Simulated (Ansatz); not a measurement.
## Geometry relaxation, with input and output: C$_{3}$H$_{11}$AlS (part 1 of 2)

System: C$_{3}$H$_{11}$AlS.
Method: RKS BLYP/def2-SVP (Ansatz 0.2.0).

The input holds or restrains some coordinates. Forces given for the steps count only the free coordinates. It belongs to a series of runs on one base structure; here: pulled along the bonds that form and break, towards end A.

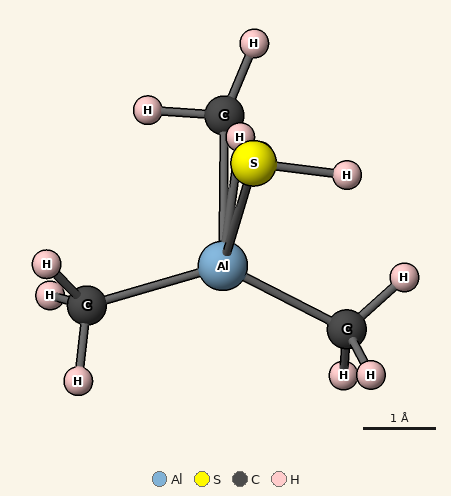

*The starting structure (ball-and-stick view, seen on its broad side). Sticks mark near contacts.*

Bond lengths as drawn: Al–C 1.98 to 2.29 Å, Al–H 1.86 Å, Al–S 2.64 Å, C–H 1.09 to 1.10 Å and H–S 1.33 Å.

### The input
```yaml
crystal:
  periodic: [false, false, false]
  atoms:
    - { symbol: Al, position_ang: [-0.0533, -0.3317, -0.2988] }
    - { symbol: S, position_ang: [2.4566, 0.4766, -0.3679] }
    - { symbol: C, position_ang: [-0.0862, -2.1899, 0.3773] }
    - { symbol: C, position_ang: [-0.9634, 0.6543, -1.7594] }
    - { symbol: H, position_ang: [1.0416, 0.7976, 0.6971] }
    - { symbol: C, position_ang: [-0.0247, 0.9906, 1.5744] }
    - { symbol: H, position_ang: [2.082, 1.4816, -1.1498] }
    - { symbol: H, position_ang: [0.8877, -2.4468, 0.8146] }
    - { symbol: H, position_ang: [-0.8409, -2.384, 1.1489] }
    - { symbol: H, position_ang: [-0.2682, -2.9143, -0.4255] }
    - { symbol: H, position_ang: [-0.5165, 0.4496, -2.7385] }
    - { symbol: H, position_ang: [-0.9146, 1.7414, -1.6189] }
    - { symbol: H, position_ang: [-2.0235, 0.3964, -1.8503] }
    - { symbol: H, position_ang: [-0.0639, 0.1882, 2.3119] }
    - { symbol: H, position_ang: [0.3242, 1.8926, 2.0739] }
    - { symbol: H, position_ang: [-1.0368, 1.198, 1.211] }
basis:
  gaussian: { orbitals: def2-SVP }
hamiltonian:
  xc: blyp
relax:
  f_tol: 0.15
  max_steps: 25
  restrain:
    - { distance: [0, 5], at: 3.27, k: 30.0 }
    - { distance: [4, 1], at: 2.66, k: 30.0 }
    - { distance: [0, 1], at: 2.26, k: 30.0 }
    - { distance: [4, 5], at: 1.07, k: 30.0 }
```

Machine: 4 threads of Arm Neoverse N1, 16 GiB of memory available, shared host.

Launched with:
```bash
ansatz run input.yaml --threads 4 --pin off --max-ram 5120MiB --backend cpu --events-out ev --progress --plain --runs-dir out
```

### Log
```
The last accepted step is kept in [file] (removed where the run ends without a failure and the disk answers)
Engine: ansatz 0.2.0, aarch64-unknown-linux-gnu
Functional definition: BLYP
  parameter beta = 0.0042
  parameter a = 0.04918
  parameter b = 0.132
  parameter c = 0.2533
  parameter d = 0.349
  exchange = b88_x(beta = beta)
  correlation = lyp_c(a = a, b = b, c = c, d = d)
1510 factors; their error is unknown
mean field evaluation 1: about -20689.8215 eV, gradient 9.5e1 eV
mean field evaluation 2: about -20659.0388 eV, gradient 1.3e2 eV
mean field evaluation 4: about -20711.8374 eV, gradient 1.3e1 eV
mean field evaluation 8: about -20712.3858 eV, gradient 2.4e-1 eV
mean field evaluation 16: about -20712.3188 eV, gradient 5.2e-4 eV
mean field -20712.31882474 eV, -761.1636774954 hartree, gradient 1.9e-5 eV, S^2 0.000000; 0 other end points of the search recorded, 0 dependent functions left out
the calculation of the forces begins
reference -20712.31919602 eV, -761.1636911396 hartree; 29, 29 occupied and 104, 104 virtual orbitals, 1510 factors
relax step   1: F+E_penalty+E_count = -20712.31882474 eV  Δ(F+E_penalty+E_count) = +0.000e0 eV  max|allowed force component| = 1.346e0 eV/Å  E_restraint = 29.13088378 eV  max|allowed force component, restraints' pulls added| = 2.865e1 eV/Å  Δτ_max = 0.0000 Å  (30 SCF iters, accepted)
  distance Al 0 - C 5 = 2.2931 Å
  distance H 4 - S 1 = 1.7999 Å
  distance Al 0 - S 1 = 2.6377 Å
  distance H 4 - C 5 = 1.3942 Å
these checks for a lower state are left out or cut short: starts, cluster_reference, orbital_swaps, neighbouring_geometries, increment
1510 factors; their error is unknown
mean field -20712.71191584 eV, -761.1781233268 hartree, gradient 8.0e-6 eV, S^2 0.000000; 0 other end points of the search recorded, 0 dependent functions left out
the calculation of the forces begins
reference -20712.71229027 eV, -761.1781370868 hartree; 29, 29 occupied and 104, 104 virtual orbitals, 1510 factors
relax step   2: F+E_penalty+E_count = -20712.71191584 eV  Δ(F+E_penalty+E_count) = -3.931e-1 eV  max|allowed force component| = 3.291e0 eV/Å  E_restraint = 14.37575682 eV  max|allowed force component, restraints' pulls added| = 1.874e1 eV/Å  Δτ_max = 0.1970 Å  (35 SCF iters, accepted)
  distance Al 0 - C 5 = 2.5688 Å
  distance H 4 - S 1 = 2.0856 Å
  distance Al 0 - S 1 = 2.5781 Å
  distance H 4 - C 5 = 1.2585 Å
these checks for a lower state are left out or cut short: starts, cluster_reference, orbital_swaps, neighbouring_geometries, increment
1510 factors; their error is unknown
mean field evaluation 32: about -20713.0223 eV, gradient 2.0e-3 eV
mean field -20713.02229290 eV, -761.1895294733 hartree, gradient 1.5e-5 eV, S^2 0.000000; 0 other end points of the search recorded, 0 dependent functions left out
the calculation of the forces begins
reference -20713.02266749 eV, -761.1895432392 hartree; 29, 29 occupied and 104, 104 virtual orbitals, 1510 factors
relax step   3: F+E_penalty+E_count = -20713.02229290 eV  Δ(F+E_penalty+E_count) = -3.104e-1 eV  max|allowed force component| = 3.861e0 eV/Å  E_restraint = 5.21139001 eV  max|allowed force component, restraints' pulls added| = 1.047e1 eV/Å  Δτ_max = 0.1950 Å  (28 SCF iters, accepted)
  distance Al 0 - C 5 = 2.8211 Å
  distance H 4 - S 1 = 2.3495 Å
  distance Al 0 - S 1 = 2.4713 Å
  distance H 4 - C 5 = 1.1400 Å
these checks for a lower state are left out or cut short: starts, cluster_reference, orbital_swaps, neighbouring_geometries, increment
1510 factors; their error is unknown
mean field -20713.13173949 eV, -761.1935515611 hartree, gradient 7.3e-6 eV, S^2 0.000000; 0 other end points of the search recorded, 0 dependent functions left out
the calculation of the forces begins
reference -20713.13211735 eV, -761.1935654473 hartree; 29, 29 occupied and 104, 104 virtual orbitals, 1510 factors
relax step   4: F+E_penalty+E_count = -20713.13173949 eV  Δ(F+E_penalty+E_count) = -1.094e-1 eV  max|allowed force component| = 2.674e0 eV/Å  E_restraint = 0.89331198 eV  max|allowed force component, restraints' pulls added| = 3.990e0 eV/Å  Δτ_max = 0.1904 Å  (30 SCF iters, accepted)
  distance Al 0 - C 5 = 3.0631 Å
  distance H 4 - S 1 = 2.5549 Å
  distance Al 0 - S 1 = 2.3346 Å
  distance H 4 - C 5 = 1.0821 Å
these checks for a lower state are left out or cut short: starts, cluster_reference, orbital_swaps, neighbouring_geometries, increment
1510 factors; their error is unknown
mean field -20713.69621323 eV, -761.2142955885 hartree, gradient 1.8e-5 eV, S^2 0.000000; 0 other end points of the search recorded, 0 dependent functions left out
the calculation of the forces begins
reference -20713.69659527 eV, -761.2143096285 hartree; 29, 29 occupied and 104, 104 virtual orbitals, 1510 factors
relax step   5: F+E_penalty+E_count = -20713.69621323 eV  Δ(F+E_penalty+E_count) = -5.645e-1 eV  max|allowed force component| = 1.173e0 eV/Å  E_restraint = 0.02459159 eV  max|allowed force component, restraints' pulls added| = 1.058e0 eV/Å  Δτ_max = 0.1945 Å  (27 SCF iters, accepted)
  distance Al 0 - C 5 = 3.2384 Å
  distance H 4 - S 1 = 2.6804 Å
  distance Al 0 - S 1 = 2.2493 Å
  distance H 4 - C 5 = 1.0804 Å
these checks for a lower state are left out or cut short: starts, cluster_reference, orbital_swaps, neighbouring_geometries, increment
1510 factors; their error is unknown
mean field -20713.89247455 eV, -761.2215080590 hartree, gradient 1.8e-5 eV, S^2 0.000000; 0 other end points of the search recorded, 0 dependent functions left out
the calculation of the forces begins
reference -20713.89285943 eV, -761.2215222033 hartree; 29, 29 occupied and 104, 104 virtual orbitals, 1510 factors
relax step   6: F+E_penalty+E_count = -20713.89247455 eV  Δ(F+E_penalty+E_count) = -1.963e-1 eV  max|allowed force component| = 8.537e-1 eV/Å  E_restraint = 0.01165299 eV  max|allowed force component, restraints' pulls added| = 8.166e-1 eV/Å  Δτ_max = 0.1900 Å  (27 SCF iters, accepted)
  distance Al 0 - C 5 = 3.2730 Å
  distance H 4 - S 1 = 2.6714 Å
  distance Al 0 - S 1 = 2.2533 Å
  distance H 4 - C 5 = 1.0944 Å
these checks for a lower state are left out or cut short: starts, cluster_reference, orbital_swaps, neighbouring_geometries, increment
1510 factors; their error is unknown
mean field -20713.93539390 eV, -761.2230853161 hartree, gradient 1.9e-5 eV, S^2 0.000000; 0 other end points of the search recorded, 0 dependent functions left out
the calculation of the forces begins
reference -20713.93577896 eV, -761.2230994667 hartree; 29, 29 occupied and 104, 104 virtual orbitals, 1510 factors
relax step   7: F+E_penalty+E_count = -20713.93539390 eV  Δ(F+E_penalty+E_count) = -4.292e-2 eV  max|allowed force component| = 4.461e-1 eV/Å  E_restraint = 0.00962714 eV  max|allowed force component, restraints' pulls added| = 1.457e-1 eV/Å  Δτ_max = 0.2000 Å  (28 SCF iters, accepted)
  distance Al 0 - C 5 = 3.2691 Å
  distance H 4 - S 1 = 2.6675 Å
  distance Al 0 - S 1 = 2.2525 Å
  distance H 4 - C 5 = 1.0930 Å
1510 factors; their error is unknown
mean field evaluation 64: about -20714.0023 eV, gradient 1.8e-1 eV
```

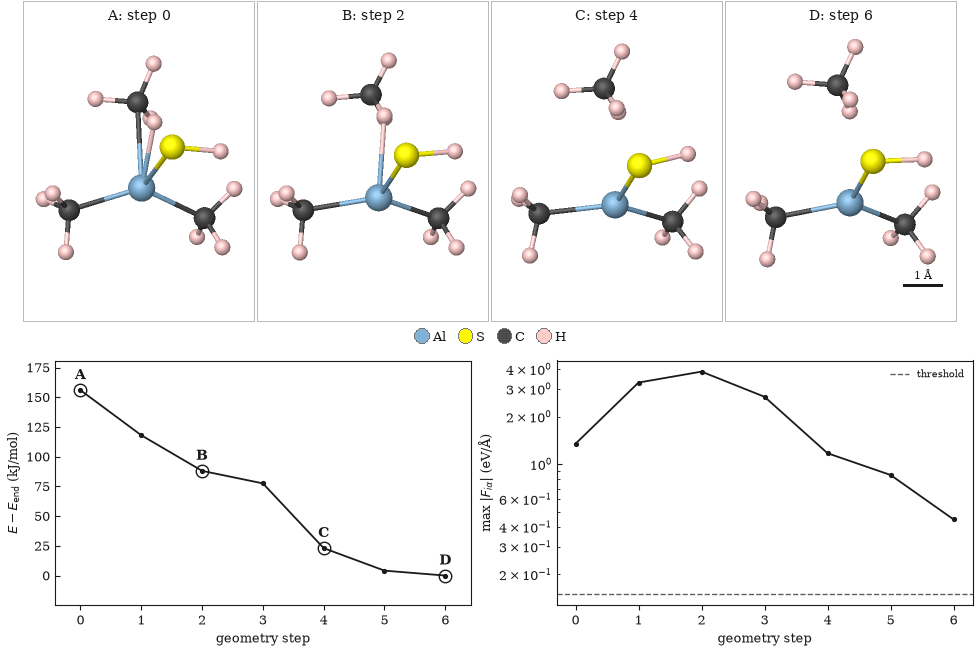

*Frames of the restrained relaxation (ball-and-stick view, seen on its broad side) above the curves, on which the letters mark them (the first geometry is step 0 here and step 1 in the log).*

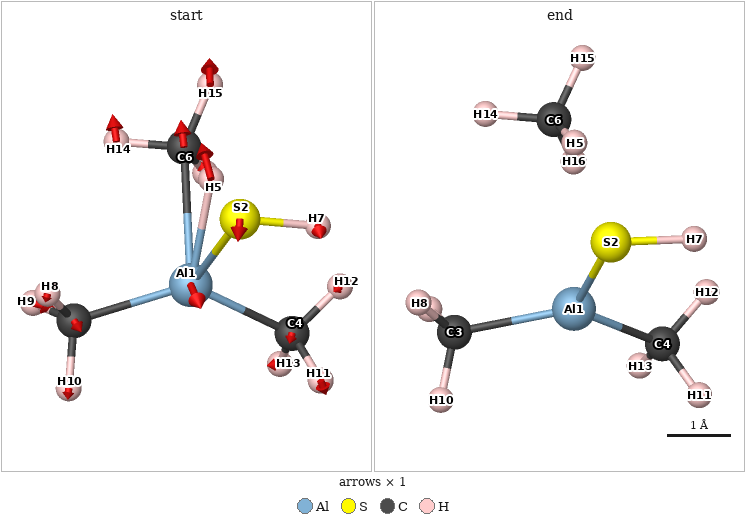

*Before (left) and after (right) the restrained relaxation, at one scale (ball-and-stick view, seen on its broad side). The red arrows give the displacements, at true length.*

The atom that moves furthest after the best rigid fit is H5 (0.70 Å). Largest moves by element: H 0.70 Å, Al 0.64 Å, C 0.46 Å, S 0.38 Å. Among the contacts that change: Al1–C6 2.293 → 3.269 Å, Al1–H5 1.862 → 2.681 Å, Al1–S2 2.638 → 2.252 Å, H5–C6 1.394 → 1.093 Å. Bonds break: Al1–C6 (2.29 → 3.27 Å). Among the angles that change: S2–Al1–C4 105.4° → 118.2°, C3–Al1–C4 135.3° → 126.3°, S2–Al1–C3 108.2° → 115.4°. Over 6 geometry steps the energy falls by 156.0 kJ/mol. The largest force component goes from 1.3 to 0.45 eV/Å. (Atoms are counted from 1 in the order of the input.)
